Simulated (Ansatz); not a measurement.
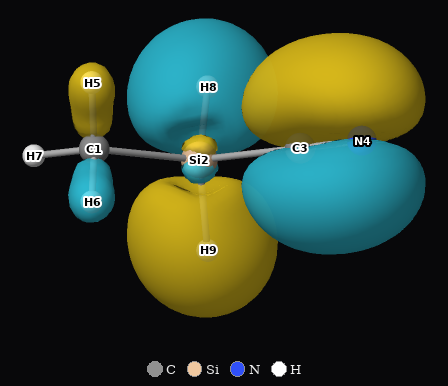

The picture shows: C2H5NSi. The HOMO−1 at ±0.08 Å⁻³ᐟ² (yellow and cyan are the two phases), seen from one side.

Geometry: PBE0-D4/def2-TZVP.

Level of theory: RKS PBE0-D4/def2-TZVPP in Ansatz.

| atom | x (Å) | y (Å) | z (Å) |
| --- | --- | --- | --- |
| C | -0.6720 | 0.9311 | -0.4975 |
| Si | -0.1468 | -0.5546 | 0.4883 |
| C | 1.6383 | -0.9101 | 0.1298 |
| N | 2.7473 | -1.1124 | -0.1076 |
| H | -0.5541 | 0.7461 | -1.5668 |
| H | -0.0728 | 1.8034 | -0.2298 |
| H | -1.7219 | 1.1604 | -0.3009 |
| H | -0.8933 | -1.7794 | 0.1170 |
| H | -0.2364 | -0.3308 | 1.9503 |

Q: Describe this orbital and give its energy.

A: By Hirshfeld shares it lies mainly on N4 (about 35 %), C3 (about 25 %), Si2 (about 15 %), H8 (about 10 %) and H9 (about 10 %). Its energy is −9.57 eV.
